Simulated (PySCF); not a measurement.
```xyz
9

Al    0.0131   -0.0078    0.0001
O    -0.0148    0.1284    1.7718
H    -0.7892    0.6377    2.0239
O     1.7290   -0.0762   -0.4598
H     2.2453    0.3415    0.2343
O    -0.9298    1.3700   -0.6097
H    -1.3539    1.1072   -1.4304
O    -0.7304   -1.4619   -0.7016
H    -0.0366   -2.1084   -0.8543
```

Geometry: PBE0-D3(BJ)/def2-SVP.

Method: PySCF 2.14.0, PBE0/pcSseg-1 Al:pcSseg-2, SCF density, gas phase, non-relativistic.

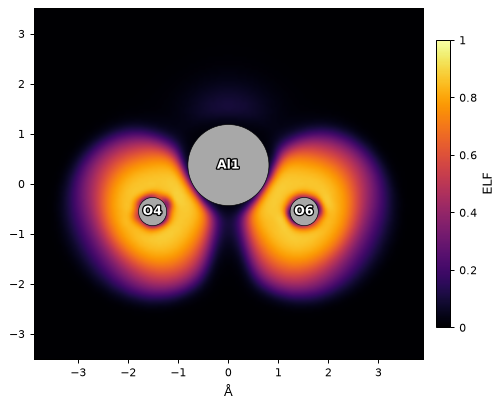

AlH$_{4}$O$_{4}$ (charge −1). Electron localisation function on the plane of atoms O4, Al1 and O6. Grey discs cover the atomic cores.

> Describe what can be read from this map.

- Atoms in the plane: Al and O.
- Al–O (1.78 Å): the ELF peaks at about 0.90 in the valence shell of O, 0.6 Å from its nucleus, and is about 0.55 at the midpoint.
- The ELF also peaks beside O4 and O6, away from the bonds: lone-pair regions.
